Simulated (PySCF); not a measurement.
C2H12GeO5Si2, SMILES C[Si](C)([O][GeH3])O[Si](O)(O)O, singlet, GFN2-xTB optimised geometry. Atoms within 1.6 Å of the plane z = 0.8 Å (x, y, z in Å): Si1 (-2.24, 0.47, 0.00), O3 (-2.78, -0.33, 1.29), O4 (-2.74, 2.01, 0.00), O5 (-0.60, 0.47, 0.00), Si6 (0.50, -0.67, 0.31), C8 (2.05, 0.18, 1.00), O9 (-0.16, -1.63, 1.47), H12 (-2.22, -1.05, 1.58), H13 (-2.53, 2.57, 0.75), H17 (2.51, 0.84, 0.27), H18 (2.78, -0.56, 1.29), H19 (1.81, 0.78, 1.87), H21 (1.25, -3.82, 1.85).

Method: PySCF with CAM-B3LYP/def2-SVP. Cells within 0.4 Å of a nucleus heavier than hydrogen are left out (blank, or x).

Map of the electron localisation function on the plane z = 0.8 Å:

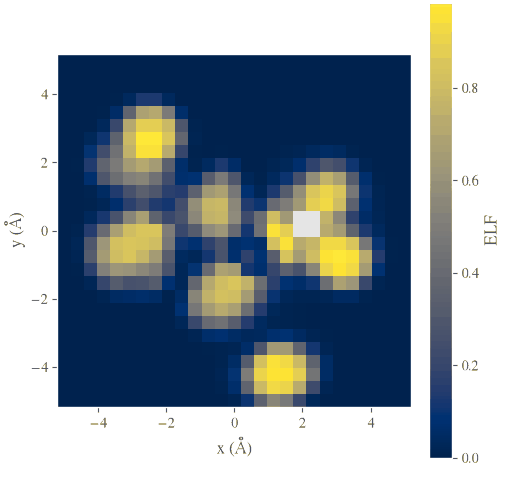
Fig. 1. Electron localisation function on the plane z = 0.8 Å.
